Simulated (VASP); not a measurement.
Consider the following.

```
As
1.0
    3.55382    -1.88737    -0.04351
    3.55382     1.88737    -0.04351
    2.58971     0.00000     3.08011
As
2
Direct
  0.22942   0.22942   0.22942
  0.77058   0.77058   0.77058
```

Method: MS2 meta-GGA, VASP's PBE PAW potentials (set 64) (plane waves; VASP). Settings: 520 eV cut-off, 13×13×13 Γ-centred mesh, tetrahedra with Blöchl corrections, potentials As.

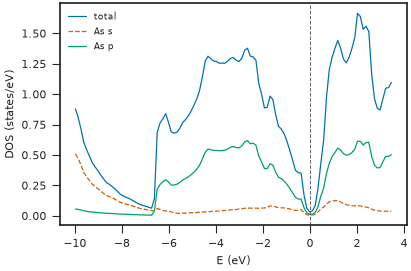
Figure: Total and projected density of states, zero at the Fermi level

Within 2 eV below the Fermi level the largest weight inside VASP's projection spheres is As p, then As s.

It has no gap at this level: it comes out as a metal or semimetal.

The compound is As in the a7 structure. It was relaxed first.
